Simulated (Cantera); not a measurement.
Feed: 1 mol PbO, 0.05 mol CO, 0.79 mol N2, at 1330 Pa.

Method: chemical equilibrium by Gibbs-energy minimisation in Cantera with the NASA 1993 tables (ideal gas, pure condensed phases). Candidate condensed phases: C, Pb, PbO, PbO2, Pb3O4; 27 gas species. Each liquid is taken as pure. Mutual solubility and eutectic melting of coexisting phases are not modelled. Gases not in the tables: (PbO)n polymers. Rates play no part.

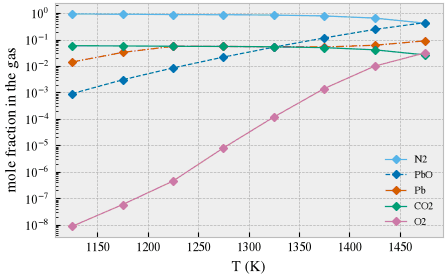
*Equilibrium gas composition (values under 1e-9 drawn at 1e-9)*

Task: Read off the mole fractions at 1425 K.

Result: N2 about 0.65, PbO about 0.24, Pb about 0.061, CO2 about 0.041, O2 about 0.0099.
